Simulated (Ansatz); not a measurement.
```yaml
atoms:
  - { symbol: C, position_ang: [-0.0753, -0.3953, 1.4730] }
  - { symbol: Cl, position_ang: [-2.4008, -1.5186, -0.7550] }
  - { symbol: Cl, position_ang: [-1.1708, 1.5350, -1.1170] }
  - { symbol: Si, position_ang: [-0.8190, -0.2946, -0.2049] }
  - { symbol: Si, position_ang: [1.2603, -1.0450, 0.5302] }
  - { symbol: H, position_ang: [-0.5098, -0.1050, 2.4450] }
```

Geometry: PBE-D3(BJ)/def2-SVP.

Computed with isolated molecule in a Gaussian basis; Kohn-Sham density functional theory, functional PBE0 in Ansatz.

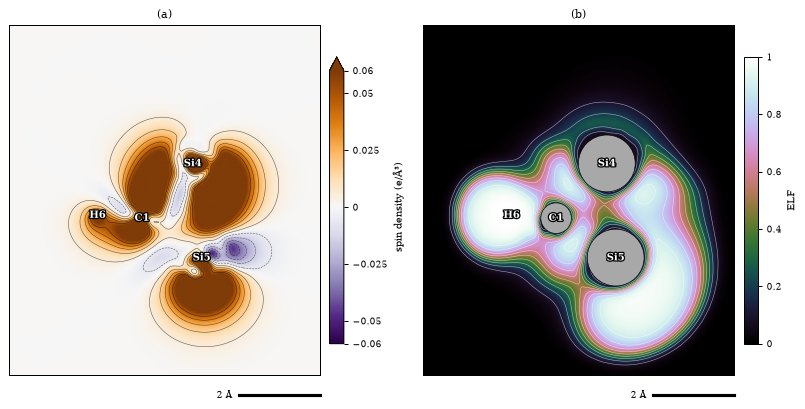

CHCl2Si2 (SMILES Cl[Si]1(Cl)C=[Si]1) (doublet). (a) spin density (α minus β); (b) ELF on the plane of atoms C1, Si4 and Si5. Grey discs cover the atomic cores in the ELF map.

**Interpret the plot.**

Atoms in the plane: C, Si and H. C–Si (1.76 Å): the ELF peaks at about 0.85 between the atoms; localised, covalent bonding. Si–Si (2.33 Å): the ELF peaks at about 0.55 in the valence shell of Si, 1.0 Å from its nucleus, and is about 0.50 at the midpoint. C–H (1.10 Å): the ELF climbs to about 1 towards the hydrogen, as it does in any bond to H (an ordinary covalent bond to hydrogen). C–Si (1.84 Å): the ELF peaks at about 0.85 between the atoms; a shared electron pair. The ELF also peaks beside Si5, away from the bonds: non-bonding electrons, paired or unpaired. The unpaired spin (1 electron) lies mostly on Si5 (about 0.4), Si4 (about 0.4) and C1 (about 0.1), in electrons by Hirshfeld's partition.
